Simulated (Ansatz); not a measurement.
# Ge wire along [110], 42 atoms a period, H-terminated: bands by functional and under strain, part 3 of 3

What gap, if any, does the Ge wire along [110], 42 atoms a period, H-terminated have, and how does it change with the functional and under strain?

Ansatz 0.2.0; DFT PBE, plane waves, PAW; relaxation of a wire's period; PAW set soft_1 (the session's first sound run).

So far, band gap (eV): step 3 (the wire at its relaxed period, PBE) 0.904; step 4 (r2SCAN PBE, cutoff 500 eV, k-mesh 1×1×15) 1.18; step 5 (relaxing the atoms, period over the relaxed period 0.97, k-mesh …, PBE) 0.937.

### 6. Strain along the wire, period over the relaxed period 0.94

Level of this step: DFT PBE, plane waves, PAW; relaxation at a fixed period; PAW set soft_1 (Ansatz).

The period is set to 0.94 times the relaxed one and the atoms relax within it: strain changes bond lengths and angles, which shifts the bands against each other. Against the first PBE run of this kind, the mesh along the wire has 16 points against 20.

The cell differs from the one that the last finished run ended in (c 3.988 → 3.864 Å).

Contents of input.yaml:

```yaml
crystal:
  lattice:
    - [24.441, 0.0, 0.0]
    - [0.0, 25.639, 0.0]
    - [0.0, 0.0, 3.864464249]
  atoms:
    - { symbol: Ge, position: [0.17928269, 0.420903598, 0.0] }
    - { symbol: H, position: [0.201177817, 0.7070627, 0.0] }
    - { symbol: Ge, position: [0.237714023, 0.342753487, 0.0] }
    - { symbol: Ge, position: [0.236725483, 0.5, 0.0] }
    - { symbol: Ge, position: [0.411921374, 0.420760089, 0.0] }
    - { symbol: Ge, position: [0.412237732, 0.737506658, 0.0] }
    - { symbol: H, position: [0.434596242, 0.864879972, 0.0] }
    - { symbol: Ge, position: [0.470845268, 0.341550182, 0.0] }
    - { symbol: Ge, position: [0.471711675, 0.184519639, 0.0] }
    - { symbol: Ge, position: [0.470828439, 0.5, 0.0] }
    - { symbol: Ge, position: [0.646387448, 0.420719043, 0.0] }
    - { symbol: Ge, position: [0.64508704, 0.736118259, 0.0] }
    - { symbol: H, position: [0.681916891, 0.214211104, 0.0] }
    - { symbol: Ge, position: [0.70501508, 0.341686341, 0.0] }
    - { symbol: Ge, position: [0.705090547, 0.5, 0.0] }
    - { symbol: H, position: [0.858989968, 0.420954803, 0.202001912] }
    - { symbol: H, position: [0.858989968, 0.579045197, 0.202001912] }
    - { symbol: H, position: [0.141010032, 0.420954803, 0.297998088] }
    - { symbol: H, position: [0.141010032, 0.579045197, 0.297998088] }
    - { symbol: Ge, position: [0.29498492, 0.341686341, 0.5] }
    - { symbol: Ge, position: [0.29498492, 0.658313659, 0.5] }
    - { symbol: Ge, position: [0.294909453, 0.5, 0.5] }
    - { symbol: H, position: [0.318083109, 0.214211104, 0.5] }
    - { symbol: H, position: [0.318083109, 0.785788896, 0.5] }
    - { symbol: Ge, position: [0.35491296, 0.263881741, 0.5] }
    - { symbol: Ge, position: [0.353612552, 0.420719043, 0.5] }
    - { symbol: Ge, position: [0.353612552, 0.579280957, 0.5] }
    - { symbol: Ge, position: [0.35491296, 0.736118259, 0.5] }
    - { symbol: Ge, position: [0.529154732, 0.341550182, 0.5] }
    - { symbol: Ge, position: [0.528288325, 0.184519639, 0.5] }
    - { symbol: Ge, position: [0.529154732, 0.658449818, 0.5] }
    - { symbol: Ge, position: [0.529171561, 0.5, 0.5] }
    - { symbol: Ge, position: [0.528288325, 0.815480361, 0.5] }
    - { symbol: H, position: [0.565403758, 0.135120028, 0.5] }
    - { symbol: H, position: [0.565403758, 0.864879972, 0.5] }
    - { symbol: Ge, position: [0.587762268, 0.262493342, 0.5] }
    - { symbol: Ge, position: [0.588078626, 0.420760089, 0.5] }
    - { symbol: Ge, position: [0.588078626, 0.579239911, 0.5] }
    - { symbol: Ge, position: [0.587762268, 0.737506658, 0.5] }
    - { symbol: Ge, position: [0.762285977, 0.342753487, 0.5] }
    - { symbol: Ge, position: [0.762285977, 0.657246513, 0.5] }
    - { symbol: Ge, position: [0.763274517, 0.5, 0.5] }
    - { symbol: H, position: [0.798822183, 0.2929373, 0.5] }
    - { symbol: H, position: [0.798822183, 0.7070627, 0.5] }
    - { symbol: Ge, position: [0.82071731, 0.420903598, 0.5] }
    - { symbol: Ge, position: [0.82071731, 0.579096402, 0.5] }
    - { symbol: H, position: [0.141010032, 0.420954803, 0.702001912] }
    - { symbol: H, position: [0.141010032, 0.579045197, 0.702001912] }
    - { symbol: H, position: [0.858989968, 0.420954803, 0.797998088] }
    - { symbol: H, position: [0.858989968, 0.579045197, 0.797998088] }
    - { symbol: Ge, position: [0.17928269, 0.579096402, 0.0] }
    - { symbol: H, position: [0.201177817, 0.2929373, 0.0] }
    - { symbol: Ge, position: [0.237714023, 0.657246513, 0.0] }
    - { symbol: Ge, position: [0.412237732, 0.262493342, 0.0] }
    - { symbol: Ge, position: [0.411921374, 0.579239911, 0.0] }
    - { symbol: H, position: [0.434596242, 0.135120028, 0.0] }
    - { symbol: Ge, position: [0.470845268, 0.658449818, 0.0] }
    - { symbol: Ge, position: [0.471711675, 0.815480361, 0.0] }
    - { symbol: Ge, position: [0.64508704, 0.263881741, 0.0] }
    - { symbol: Ge, position: [0.646387448, 0.579280957, 0.0] }
    - { symbol: H, position: [0.681916891, 0.785788896, 0.0] }
    - { symbol: Ge, position: [0.70501508, 0.658313659, 0.0] }
kpoints:
  mp_grid: { grid: [1, 1, 16] }
  band_path: { path: ["Γ", Z], npoints: 90 }
scf:
  occupations: { method: fermi_dirac, width: 0.05 }
hamiltonian:
  xc: pbe
  pseudopotentials: { kind: paw, azcp: { folder: soft_1 } }
relax:
  max_steps: 40
  f_tol: 0.02
output:
  stress: true
```

On the command line:

```
$ ansatz run input.yaml --threads 16 --pin off --max-ram 61440MiB --backend cuda --events-out ev --progress --plain --runs-dir out --max-vram 78GiB
```

Numbers of over 12 decimals in the logs are rounded to 6 here.

The program printed:

```text
[...]
Crystal: 62 atoms, lattice volume = 2421.639 Å³
Basis set: ecut = 420 eV, 47513 PW (Γ), exchange–correlation on 360×360×54 points (8 copies of the dense FFT grid, shifted against one another)
Bands: 366, of which v1, the nominal top of the filled ones, is band 304 counted from 1 (303 counted from 0)
Symmetry: 8 space group operations
[...]
k-points: 9 of 16
[...]
- { symbol: H, position: [0.314382, 0.213703, 0.5] }
[...]
- { symbol: H, position: [0.865662, 0.579378, 0.808134] }
[...]
- { symbol: H, position: [0.195379, 0.292534, 0] }
[...]
- { symbol: H, position: [0.433266, 0.134424, 0] }
[...]
- { symbol: Ge, position: [0.470139, 0.816135, 0] }
    - { symbol: Ge, position: [0.648952, 0.263363, 0] }
    - { symbol: Ge, position: [0.650264, 0.579416, 0] }
    - { symbol: H, position: [0.685618, 0.786297, 0] }
    - { symbol: Ge, position: [0.708042, 0.658658, 0] }
[key lines of the parts left out:]
SCF converged after 8 iterations
```

Run time: 24 s. Hardware: 1 × NVIDIA GB200 with 16 threads of Arm Neoverse V2, shared host; peak memory 2.2 GiB.

The steps of the relaxation:

```csv
step,energy less that of the first step (eV),largest force component (eV/Å)
1,0.0000,1.0044
2,-0.5519,0.3241
3,-0.5715,0.0517
4,-0.5740,0.0173
```

Forces are held to the 8 operations that the run works with; a distortion that breaks them can't arise in this run.

The atoms that moved most (Å):

```csv
atom,dx,dy,dz,length
H47,-0.163,-0.009,-0.039,0.168
H18,-0.163,-0.009,0.039,0.168
H19,-0.163,0.009,0.039,0.168
H48,-0.163,0.009,-0.039,0.168
H16,0.163,-0.009,-0.039,0.168
H17,0.163,0.009,-0.039,0.168
H49,0.163,-0.009,0.039,0.168
H50,0.163,0.009,0.039,0.168
```

This step gave:

- energy at zero smearing: -180700.2188 eV
- band gap: 0.6704 eV

Electronic bands along the path, in eV, zero at the Fermi level; v1 is the highest filled band, c1 the lowest empty one:

```csv
point,v4,v3,v2,v1,c1,c2,c3,c4
Γ,-0.89,-0.75,-0.48,-0.31,0.50,0.57,0.58,0.76
Z,-2.28,-2.28,-2.16,-2.16,0.41,0.41,0.76,0.76
```

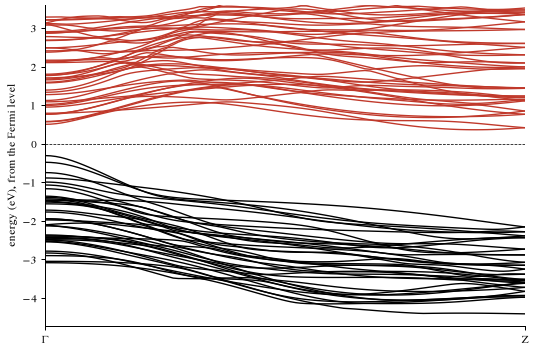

Electronic bands along the path; lines of filled and empty bands in two colours.

The gap is 0.670 eV, against 0.904 eV under PBE at the relaxed period.

### 7. Summary of results

```json
{
 "cell length, PBE": "4.111 Å",
 "gap, PBE": "0.904 eV",
 "gap, r2SCAN": "1.18 eV",
 "gap, period scaled by 0.97": "0.937 eV",
 "gap, period scaled by 0.94": "0.670 eV"
}
```

**Reading.** Under PBE the cell's length is 4.11 Å, and a gap of 0.90 eV makes it a semiconductor. At the relaxed period the wire is gapped under every functional, from 0.90 eV (PBE) to 1.18 eV (r2SCAN). Weak screening in one dimension makes quasiparticle gaps larger than the semilocal gaps, as a rule. Strain matters: under PBE the gap goes from 0.90 eV to 0.670 eV at 0.94 times the period and 0.937 eV at 0.97 times the period.

[Logs are printed without paths, hosts, clocks, repeated set-up lines and the standing remarks that a program may print on its own settings, such as how far it seeks lower states.]

[Hosts, paths, dates, database ids (printed as entryN), source tags and the programs' standing remarks are cut or masked in the printed files.]
